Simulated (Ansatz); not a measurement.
Band structure of InPd (Pm-3m, 2 atoms in the cell).

```
InPd
1.0
    3.33110     0.00000     0.00000
    0.00000     3.33110     0.00000
    0.00000     0.00000     3.33110
In Pd
1 1
Direct
  0.00000   0.00000   0.00000
  0.50000   0.50000   0.50000
```

Computed with PBE (plane waves, PAW; Ansatz, an electronic-structure program).

Settings: basis.ecutwfc = 30.9 Ry; kpoints.mp_grid.grid = 10 10 10; hamiltonian.xc = pbe; hamiltonian.pseudopotentials = {kind: paw} (the program's default PAW files); scf.occupations.method = gaussian; scf.occupations.width = 0.02 Ry; kpoints.band_path.npoints = 8.

The starting cell comes from a database of computed structures (which also holds hypothetical and non-ambient phases and stackings), without a prior relaxation at this level. Its lattice was rescaled by a random factor within 2.5 % of one. Spin polarisation is off.

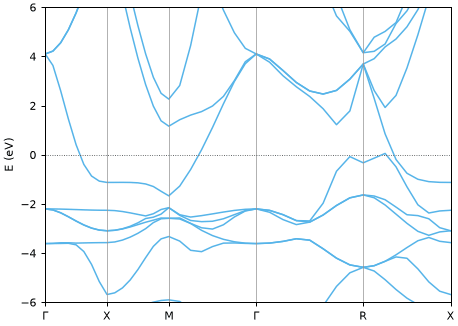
Fig. 1. Bands along the path, energies from the Fermi level.

Levels in eV from the Fermi level, bands 12 to 19:
| point | 12 | 13 | 14 | 15 | 16 | 17 | 18 | 19 |
|---|---|---|---|---|---|---|---|---|
| Γ | -3.61 | -2.20 | -2.20 | -2.20 | 4.10 | 4.10 | 4.10 | 8.69 |
| X | -3.57 | -3.09 | -3.09 | -2.26 | -1.13 | 9.07 | 9.07 | 9.66 |
| M | -2.59 | -2.59 | -2.15 | -2.15 | -1.67 | 1.16 | 2.26 | 9.05 |
| R | -4.58 | -1.64 | -1.64 | -0.33 | 3.69 | 3.69 | 3.69 | 4.15 |

Bands cross the Fermi level along this path, so the cell is metallic at this level.

Keys are those of Ansatz 0.2.
